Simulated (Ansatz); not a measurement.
**C2H12BNSi2: density, localisation and related maps**

Input file:

```
crystal:
  periodic: [false, false, false]
  atoms:
    - {symbol: B, position_ang: [-1.340298, -0.985406, -1.313502]}
    - {symbol: N, position_ang: [-0.392165, -0.456314, -0.436928]}
    - {symbol: C, position_ang: [1.001354, -0.264721, -0.850736]}
    - {symbol: C, position_ang: [1.872987, -1.457737, -0.510679]}
    - {symbol: Si, position_ang: [-0.813449, 0.068055, 1.184922]}
    - {symbol: Si, position_ang: [-0.913322, 2.408728, 1.291168]}
    - {symbol: H, position_ang: [-1.010712, -1.266760, -2.432661]}
    - {symbol: H, position_ang: [-2.465955, -1.143683, -0.936225]}
    - {symbol: H, position_ang: [1.402499, 0.637579, -0.373418]}
    - {symbol: H, position_ang: [1.017961, -0.082566, -1.927813]}
    - {symbol: H, position_ang: [1.513845, -2.349697, -1.028513]}
    - {symbol: H, position_ang: [2.907255, -1.277061, -0.813057]}
    - {symbol: H, position_ang: [1.863442, -1.661060, 0.562494]}
    - {symbol: H, position_ang: [-2.116134, -0.532668, 1.560204]}
    - {symbol: H, position_ang: [0.233204, -0.406360, 2.135050]}
    - {symbol: H, position_ang: [0.370243, 3.006931, 0.829744]}
    - {symbol: H, position_ang: [-1.160905, 2.854612, 2.689819]}
    - {symbol: H, position_ang: [-2.007453, 2.919330, 0.421930]}
basis:
  gaussian: {orbitals: def2-TZVPP}
hamiltonian: {xc: pbe0, dispersion: d4}
output: {orbitals: {seedname: orbitals}}
```

Launched as:

```sh
ansatz run in.yaml --threads 4 --pin off --events-out ev --progress --plain --max-ram 11315MiB
```

Geometry: PBE0-D4/def2-TZVP.

These are results of Ansatz 0.2.0, RKS PBE0-D4/def2-TZVPP, not measurements.

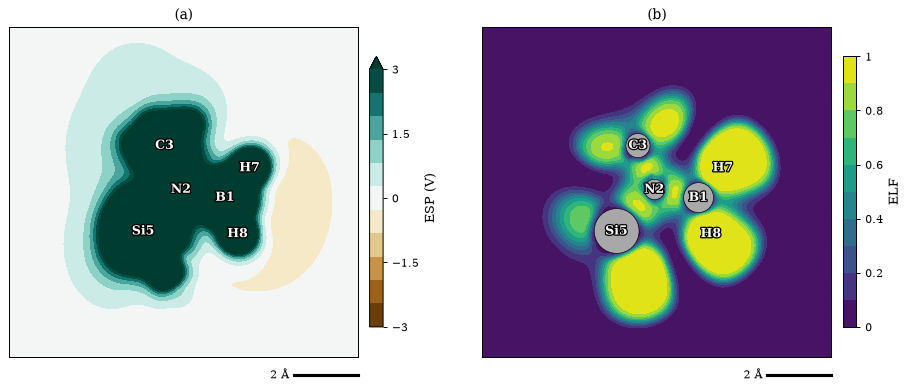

Figure 1. (a) molecular electrostatic potential; (b) electron localisation function on the plane of atoms B1, N2 and C3. Grey discs cover the atomic cores in the ELF map.

Question: What does the map show?

Answer:
- Atoms in the plane: B, N, C, Si and H.
- B–N (1.40 Å): the ELF peaks at about 0.90 between the atoms, as expected for a polar covalent bond.
- C–N (1.47 Å): the ELF peaks at about 0.90 between the atoms; localised, covalent bonding.
- Si–N (1.76 Å): the ELF peaks at about 0.90 between the atoms (a shared but strongly polarised pair).
- B–H (1.20 Å): the ELF climbs to about 1 towards the hydrogen, as it does in any bond to H; an ordinary covalent bond to hydrogen.
- Outside the dense part of the molecule the potential is most negative (−0.6 V) near H8.

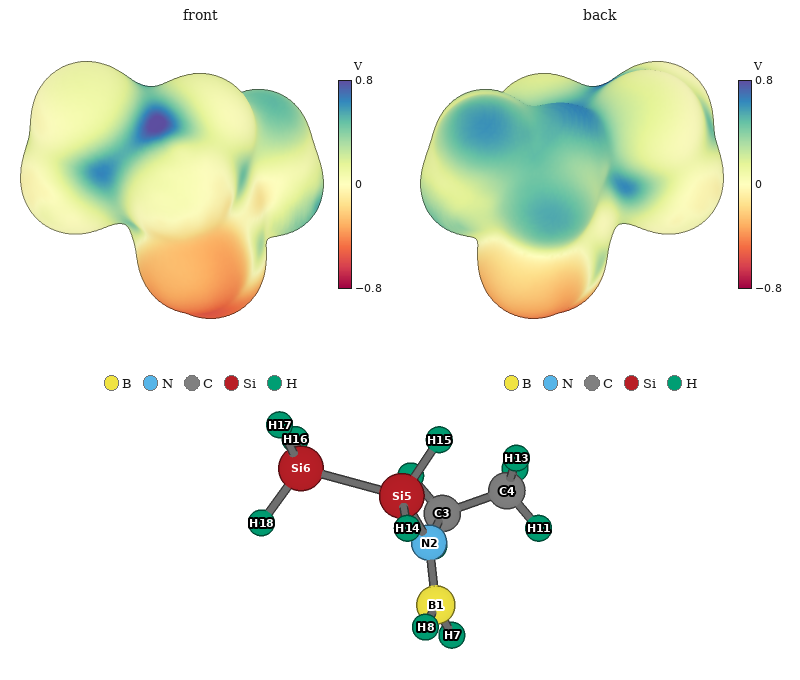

Figure 2. The electrostatic potential painted on the density surface at 0.001 e/bohr³, seen from the front and from behind; red is negative and blue positive. The bare structure is drawn below in the same view.

Question: Which sites attract a positive test charge, and which a negative one?

Answer: A positive charge is drawn to the negative regions and a negative charge to the positive ones. The most negative region (about −0.5 V, or −12 kcal/mol for a unit charge) lies over H8, the most positive (about +0.7 V, or +16 kcal/mol for a unit charge) over Si5.

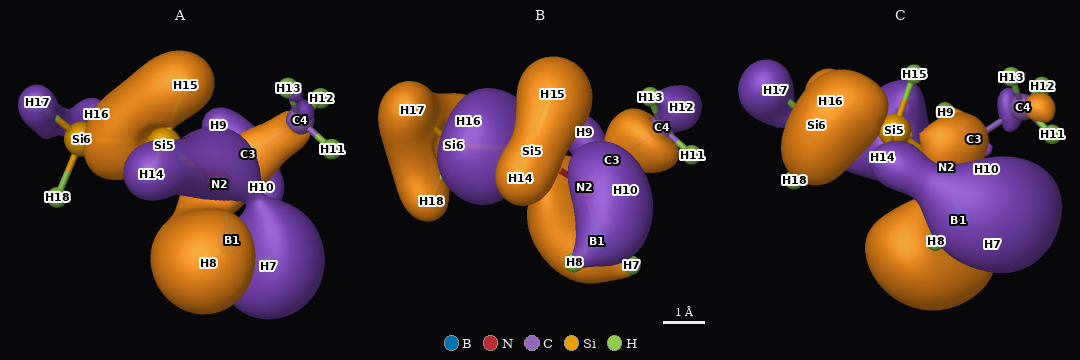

Figure 3. Three frontier orbitals at ±0.06 Å⁻³ᐟ² (orange and purple are the two phases), in no order.

Question: Which picture is the HOMO−1, the HOMO and the LUMO?

Answer: A is the HOMO−1 (−8.69 eV). It lies mainly on B1 (about 25 %), H7 (about 20 %), H8 (about 15 %), N2 (about 15 %) and Si5 (about 10 %). B is the HOMO (−7.53 eV). It lies mainly on N2 (about 25 %), Si6 (about 20 %), Si5 (about 15 %) and B1 (about 10 %). C is the LUMO (−0.31 eV). It lies mainly on B1 (about 40 %), Si5 (about 10 %), N2 (about 10 %), Si6 (about 10 %), H7 (about 5 %) and H8 (about 5 %).

Question: What is the HOMO–LUMO gap?

Answer: 7.22 eV between the orbital energies.
